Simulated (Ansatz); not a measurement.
# C2H10AsIn: small, medium and large basis sets

How large a basis does C2H10AsIn need? Two functionals are run in growing sets.

Computed with Ansatz 0.2.0, Gaussian basis. Level: one geometry, several basis sets.

Plan: PBE0-D4/def2-SVP; ωB97M-V/def2-SVP; PBE0-D4/def2-QZVPP; ωB97M-V/def2-QZVPP; the functionals' def2-TZVPP values are taken from earlier runs.

### Step 1. Structure used throughout

All runs share one geometry, relaxed beforehand with PBE0-D4 in a triple-zeta def2 set. In takes the def2 core potential; no spin-orbit term is included.

SMILES `[CH3][InH-]([CH3])[AsH3+]`, 14 atoms, charge 0, spin multiplicity 1.

Atoms are counted from 1 here; the program's logs count them from 0.

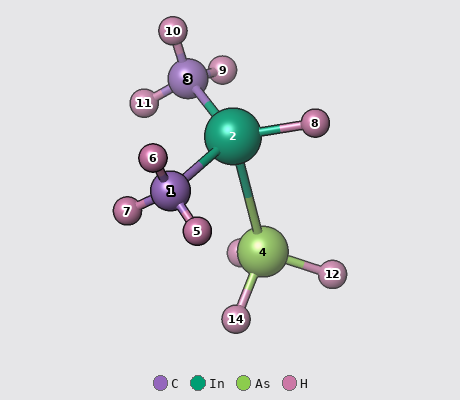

The structure; carbon purple, indium teal, arsenic green, hydrogen pink; atoms are numbered from 1 in the order of the file.

As a file:

```mol
C2H10AsIn
  3D, bonds by distance, orders not assigned

 14 13  0  0  0  0  0  0  0  0999 V2000
   -1.4807    1.6165   -0.2933 C   0  0
   -0.2649    0.3357    0.9677 In  0  0
    1.8887    0.6005    0.9860 C   0  0
   -0.2254   -1.9370   -0.9456 As  0  0
   -2.4464    1.1576   -0.5120 H   0  0
   -1.6684    2.5629    0.2201 H   0  0
   -0.9735    1.8403   -1.2337 H   0  0
   -1.0239   -0.5936    2.2281 H   0  0
    2.3977   -0.3035    1.3248 H   0  0
    2.1515    1.4097    1.6721 H   0  0
    2.2614    0.8668   -0.0050 H   0  0
   -0.7173   -3.3158   -0.5679 H   0  0
    1.0736   -2.4080   -1.5612 H   0  0
   -0.9852   -1.8613   -2.2512 H   0  0
  1  2  8  0
  2  3  8  0
  2  4  8  0
  1  5  8  0
  1  6  8  0
  1  7  8  0
  2  8  8  0
  3  9  8  0
  3 10  8  0
  3 11  8  0
  4 12  8  0
  4 13  8  0
  4 14  8  0
M  END
```

### Step 2. PBE0-D4 in def2-SVP

Contents of in.yaml:

```yaml
crystal:
  periodic: [false, false, false]
  atoms:
    - {symbol: C, position_ang: [-1.480706, 1.616462, -0.293250]}
    - {symbol: In, position_ang: [-0.264898, 0.335714, 0.967699]}
    - {symbol: C, position_ang: [1.888667, 0.600548, 0.985966]}
    - {symbol: As, position_ang: [-0.225351, -1.936988, -0.945630]}
    - {symbol: H, position_ang: [-2.446420, 1.157566, -0.512043]}
    - {symbol: H, position_ang: [-1.668424, 2.562877, 0.220115]}
    - {symbol: H, position_ang: [-0.973522, 1.840260, -1.233693]}
    - {symbol: H, position_ang: [-1.023883, -0.593644, 2.228150]}
    - {symbol: H, position_ang: [2.397669, -0.303478, 1.324767]}
    - {symbol: H, position_ang: [2.151524, 1.409682, 1.672075]}
    - {symbol: H, position_ang: [2.261381, 0.866849, -0.004975]}
    - {symbol: H, position_ang: [-0.717263, -3.315754, -0.567864]}
    - {symbol: H, position_ang: [1.073569, -2.407953, -1.561202]}
    - {symbol: H, position_ang: [-0.985242, -1.861342, -2.251213]}
basis:
  gaussian: {orbitals: def2-SVP}
hamiltonian: {xc: pbe0, dispersion: d4}
output: {orbitals: {seedname: orbitals}}
```

Started as:

```
$ ansatz run in.yaml --threads 4 --pin off --events-out ev --progress --plain --max-ram 11315MiB
```

The program printed:

```text
Functional definition: PBE0
  name "PBE0"
  cite "Adamo & Barone, J. Chem. Phys. 110, 6158 (1999) doi:10.1063/1.478522"
  cite "Perdew, Burke & Ernzerhof, Phys. Rev. Lett. 77, 3865 (1996) doi:10.1103/PhysRevLett.77.3865"
  parent pbe
  parameter a = 0.25
  parameter kappa = 0.804
  parameter beta = 0.06672455060314922
  exchange = (1 - a)*pbe_x(kappa = kappa, mu = beta*pi^2/3) + a*exact_x
  correlation = pbe_c(beta = beta)
1465 factors; integrals over basis functions are off by at most 1.2e-3 eV
mean field evaluation 1: about -68221.9226 eV, gradient 6.3e1 eV
mean field evaluation 2: about -68215.6616 eV, gradient 7.4e1 eV
mean field evaluation 4: about -68231.8147 eV, gradient 1.6e0 eV
mean field evaluation 8: about -68231.9319 eV, gradient 9.6e-2 eV
mean field evaluation 16: about -68231.9319 eV, gradient 1.9e-5 eV
mean field -68231.93190108 eV, -2507.4772481001 hartree, gradient 1.9e-5 eV, S^2 0.000000; 0 other end points of the search recorded, 0 dependent functions left out
reference -68231.93193885 eV, -2507.4772494883 hartree; 38, 38 occupied and 98, 98 virtual orbitals, 1465 factors
Total energy: -68232.17700696 eV, -2507.4862555752 hartree
```

Run time: 2.2 s. Hardware: 4 threads of Intel Xeon Platinum 8259CL at 2.50GHz, shared host.

### Step 3. ωB97M-V in def2-SVP

in.yaml, as its differences from that of step 2:

```diff
@@ -19,3 +19,3 @@
   gaussian: {orbitals: def2-SVP}
-hamiltonian: {xc: pbe0, dispersion: d4}
+hamiltonian: {xc: {name: wB97M-V}}
 output: {orbitals: {seedname: orbitals}}
```

Same command.

The program printed, shortened:

```text
Functional definition: wB97M-V
  name "wB97M-V"
  cite "Mardirossian & Head-Gordon, J. Chem. Phys. 144, 214110 (2016) doi:10.1063/1.4952647"
  cite "Becke, J. Chem. Phys. 107, 8554 (1997) doi:10.1063/1.475007"
  cite "Vydrov & Van Voorhis, J. Chem. Phys. 133, 244103 (2010) doi:10.1063/1.3521275"
  # Of w^i u^j: cxij and so on, Table III.
[...]
  gx(w, u) = 1 - cx + cx01*u + cx10*w
  gss(w, u) = css00 + css04*u^4 + css10*w + css20*w^2 + css43*w^4*u^3
  gos(w, u) = cos00 + cos10*w + (cos20 + cos21*u)*w^2 + (cos60 + cos61*u)*w^6
[...]
      + integral(e_c_pw_mod_opposite_spin*gos(b97_w_opposite, b97_u_opposite)) + vv10(b, c)
1465 factors; integrals over basis functions are off by at most 1.2e-3 eV
422 factors; integrals over basis functions are off by at most 7.4e-6 eV
[...]
mean field -68235.22683784 eV, -2507.5983347928 hartree, gradient 3.5e-5 eV, S^2 0.000000; 0 other end points of the search recorded, 0 dependent functions left out
reference -68235.22689922 eV, -2507.5983370482 hartree; 38, 38 occupied and 98, 98 virtual orbitals, 1465 factors
Total energy: -68235.22689922 eV, -2507.5983370482 hartree
```

It took 7.5 s on 4 threads of Intel Xeon Platinum 8259CL at 2.50GHz, shared host.

### Step 4. PBE0-D4 in def2-QZVPP

in.yaml, as its differences from that of step 3:

```diff
@@ -18,4 +18,4 @@
 basis:
-  gaussian: {orbitals: def2-SVP}
-hamiltonian: {xc: {name: wB97M-V}}
+  gaussian: {orbitals: "def2-QZVPP.json"}
+hamiltonian: {xc: pbe0, dispersion: d4}
 output: {orbitals: {seedname: orbitals}}
```

The command is unchanged.

The program printed:

```text
Functional definition: PBE0
  name "PBE0"
  cite "Adamo & Barone, J. Chem. Phys. 110, 6158 (1999) doi:10.1063/1.478522"
  cite "Perdew, Burke & Ernzerhof, Phys. Rev. Lett. 77, 3865 (1996) doi:10.1103/PhysRevLett.77.3865"
  parent pbe
  parameter a = 0.25
  parameter kappa = 0.804
  parameter beta = 0.06672455060314922
  exchange = (1 - a)*pbe_x(kappa = kappa, mu = beta*pi^2/3) + a*exact_x
  correlation = pbe_c(beta = beta)
2042 factors; their error is unknown
mean field evaluation 1: about -68229.6878 eV, gradient 7.8e1 eV
mean field evaluation 2: about -68218.6456 eV, gradient 9.3e1 eV
mean field evaluation 4: about -68243.5019 eV, gradient 5.2e0 eV
mean field evaluation 8: about -68243.5484 eV, gradient 7.6e-2 eV
mean field evaluation 16: about -68243.7310 eV, gradient 5.4e-5 eV
mean field -68243.73098826 eV, -2507.9108565565 hartree, gradient 5.4e-5 eV, S^2 0.000000; 0 other end points of the search recorded, 0 dependent functions left out
reference -68243.73103967 eV, -2507.9108584456 hartree; 38, 38 occupied and 547, 547 virtual orbitals, 2042 factors
Total energy: -68243.97610778 eV, -2507.9198645325 hartree
```

Run time: 14 s. Hardware: 4 threads of Intel Xeon Platinum 8259CL at 2.50GHz, shared host; peak memory 2.8 GiB.

### Step 5. ωB97M-V in def2-QZVPP

in.yaml, as its differences from that of step 4:

```diff
@@ -19,3 +19,3 @@
   gaussian: {orbitals: "def2-QZVPP.json"}
-hamiltonian: {xc: pbe0, dispersion: d4}
+hamiltonian: {xc: {name: wB97M-V}}
 output: {orbitals: {seedname: orbitals}}
```

The command is unchanged.

The program printed, shortened:

```text
Functional definition: wB97M-V
  name "wB97M-V"
  cite "Mardirossian & Head-Gordon, J. Chem. Phys. 144, 214110 (2016) doi:10.1063/1.4952647"
  cite "Becke, J. Chem. Phys. 107, 8554 (1997) doi:10.1063/1.475007"
  cite "Vydrov & Van Voorhis, J. Chem. Phys. 133, 244103 (2010) doi:10.1063/1.3521275"
  # Of w^i u^j: cxij and so on, Table III.
[...]
  gx(w, u) = 1 - cx + cx01*u + cx10*w
  gss(w, u) = css00 + css04*u^4 + css10*w + css20*w^2 + css43*w^4*u^3
  gos(w, u) = cos00 + cos10*w + (cos20 + cos21*u)*w^2 + (cos60 + cos61*u)*w^6
[...]
      + integral(e_c_pw_mod_opposite_spin*gos(b97_w_opposite, b97_u_opposite)) + vv10(b, c)
1965 factors; their error is unknown
515 factors; integrals over basis functions are off by at most 7.5e-6 eV
[...]
mean field -68247.21243750 eV, -2508.0387974559 hartree, gradient 1.9e-5 eV, S^2 0.000000; 0 other end points of the search recorded, 0 dependent functions left out
reference -68247.21252137 eV, -2508.0388005382 hartree; 38, 38 occupied and 547, 547 virtual orbitals, 1965 factors
Total energy: -68247.21252137 eV, -2508.0388005382 hartree
```

Wall time 32 s (4 threads of Intel Xeon Platinum 8259CL at 2.50GHz, shared host); peak memory 3 GiB.

### Step 6. Functionals by basis

The def2-TZVPP values come from earlier runs at the same geometry.

```tsv
functional	basis	functions	energy (eV)	from the largest (eV)	HOMO (eV)	LUMO (eV)
PBE0-D4	def2-SVP	136	-68232.1770	11.799	-6.75	-0.05
PBE0-D4	def2-TZVPP	300	-68242.4742	1.502	-6.82	-0.29
PBE0-D4	def2-QZVPP	585	-68243.9761	0.000	-6.84	-0.45
ωB97M-V	def2-SVP	136	-68235.2269	11.986	-8.94	1.52
ωB97M-V	def2-TZVPP	300	-68245.7372	1.475	-9.02	1.04
ωB97M-V	def2-QZVPP	585	-68247.2125	0.000	-9.03	0.74
```

### Step 7. Summary of results

| quantity | value |
| --- | --- |
| PBE0-D4: double and triple zeta above quadruple | 11.80, 1.50 eV |
| ωB97M-V: double and triple zeta above quadruple | 11.99, 1.48 eV |

What this shows: For PBE0-D4 the step from double to triple zeta gains 10.30 eV and the next only 1.50 eV. These are total energies; as a rule much of such shifts cancels in differences, which this series doesn't test. The LUMO of ωB97M-V is positive and keeps falling with the basis (1.52 to 0.74 eV): an unbound level that the basis holds in place.

For PBE0-D4 the largest set took about 6 times as long as the smallest (14 s against 2.2 s).
